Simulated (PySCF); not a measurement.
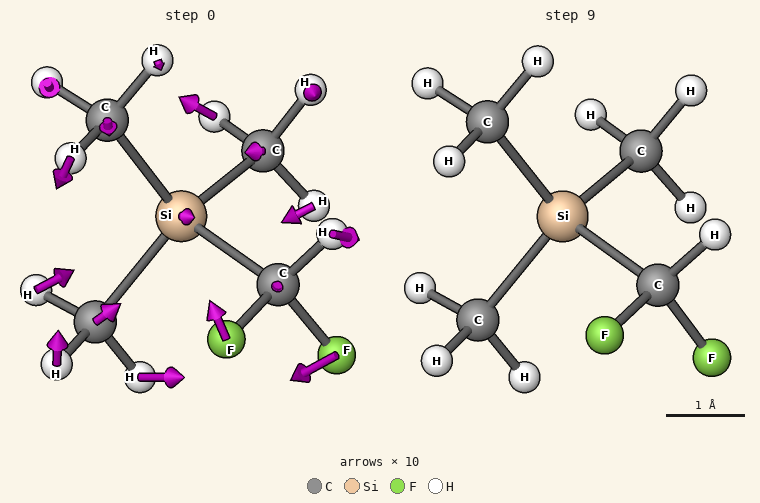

The structure of C4H10F2Si before (left) and after (right) a relaxation, at one scale. The purple arrows give the displacements, magnified 10 times.

The picture is a ball-and-stick view, seen from a free direction.

The start comes from GFN2-xTB.

Theory: PBE0-D3(BJ)/def2-SVP geometry optimisation, gas phase in PySCF 2.14.0, density-fitted response routines. 

### What changed between the two?

The energy falls by 7.91 kJ/mol in 9 geometry steps. The largest force component goes from 0.9 to 0.023 eV/Å. An F atom moves most after the best rigid fit: 0.080 Å. Largest moves by element: F 0.080 Å, H 0.077 Å, C 0.046 Å, Si 0.027 Å. Near-neighbour distances that change, for instance: C–Si 1.954 → 1.923 Å, C–Si 1.901 → 1.873 Å, C–H 1.087 → 1.101 Å. The run took roughly 90 core-seconds on a shared host.
